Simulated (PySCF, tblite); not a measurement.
# C4H11BO2Si3: geometry, infrared bands and NMR shifts

Wanted: the infrared bands and NMR shifts of C4H11BO2Si3 (`[SiH3][SiH2]O[SiH2]Bc1ccco1`), by calculation.

Programs: tblite 0.8.0 and PySCF 2.14.0, with density-fitted response routines of our own. Each step states its level of theory. These are calculated values for one molecule in the gas phase, unless marked as measured. Atoms are numbered from 0 throughout.

**1. The starting structure**

21 atoms, charge 0, multiplicity 1; geometry from: force field or distance geometry start.

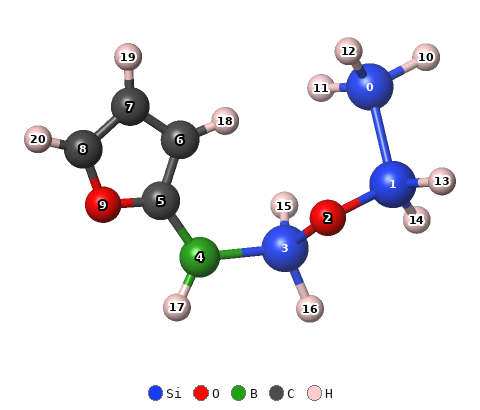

The starting geometry (silicon blue, oxygen red, boron green, carbon dark grey, hydrogen pink), atoms numbered.

**2. Optimising the geometry with GFN2-xTB**

Job settings and geometry (Å):

```
{"job": {"kind": "relax", "xc": "GFN2-xTB", "basis": "xTB"}, "charge": 0, "multiplicity": 1}
Si    -2.199400     0.716700     2.094600
Si    -1.975100     2.213600     0.434600
O     -0.502200     1.893900    -0.412300
Si    -0.877900     0.710000    -1.609200
B      0.771300    -0.186700    -2.107900
C      1.641200    -0.955000    -1.071900
C      1.380000    -1.098900     0.274800
C      2.426600    -1.843700     0.790400
C      3.262200    -2.113800    -0.277800
O      2.764800    -1.566100    -1.364900
H     -3.429600     1.022700     2.857800
H     -2.311300    -0.635100     1.526600
H     -1.041900     0.788500     2.991900
H     -1.882800     3.548100     1.040900
H     -3.152200     2.192600    -0.437500
H     -1.789500    -0.327200    -1.059800
H     -1.480100     1.345400    -2.775700
H      1.121200    -0.141900    -3.242200
H      0.531700    -0.712800     0.835900
H      2.559400    -2.163000     1.818000
H      4.174600    -2.670500    -0.234100
```

Launch:

```sh
$ OMP_NUM_THREADS=1 python probes_run.py task.json out
```

The driver reads the jobs from task.json and runs them one after another.

**Question.** This job is followed by: GFN2-xTB harmonic vibrations, gas phase; GIAO PBE0/pcSseg-1 NMR shielding, non-relativistic, gas phase. What will the session give for the following? strongest single infrared mode (GFN2-xTB); zero-point energy (GFN2-xTB); ¹³C shifts against TMS (PBE0/pcSseg-1); ¹H shifts against TMS (PBE0/pcSseg-1, means over atoms taken as alike); ²⁹Si shifts against TMS (PBE0/pcSseg-1); ¹⁷O shifts against H2O (PBE0/pcSseg-1); ¹¹B shifts against BF3·OEt2 (PBE0/pcSseg-1).

The runs gave:

| quantity | value |
| --- | --- |
| strongest single infrared mode (GFN2-xTB) | 714 cm⁻¹, 742 km/mol |
| zero-point energy (GFN2-xTB) | 82.6 kcal/mol |
| ¹³C shifts against TMS (PBE0/pcSseg-1) | 177.1, 159.5, 147.0, 120.7 ppm |
| ¹H shifts against TMS (PBE0/pcSseg-1, means over atoms taken as alike) | 8.28, 8.14, 7.70, 7.05, 5.68, 5.58, 3.62 ppm |
| ²⁹Si shifts against TMS (PBE0/pcSseg-1) | -28.9, -34.2, -121.0 ppm |
| ¹⁷O shifts against H2O (PBE0/pcSseg-1) | 335.6, -11.0 ppm |
| ¹¹B shifts against BF3·OEt2 (PBE0/pcSseg-1) | 68.7 ppm |

Relaxing lowered the energy by 0.983 eV in 119 steps; the close pair that moved most is Si1–O2, from 1.729 to 1.617 Å. The lowest mode is slightly imaginary (14i cm⁻¹), a soft motion within the noise of the Hessian, so the minimum is not strictly shown. The strongest single mode, at 714 cm⁻¹, is spread over many atoms; the largest shares are those of H13, H14. GFN2-xTB is a fitted tight-binding method: band positions and strengths are rough. Its intensities can rank the bands wrongly. At PBE0/pcSseg-1: Shielding is most anisotropic at O9 (span 419 ppm, paramagnetic term -400 ppm). NICS(1)zz of -26 ppm above the planar ring from C5 marks a diatropic (aromatic) ring current.
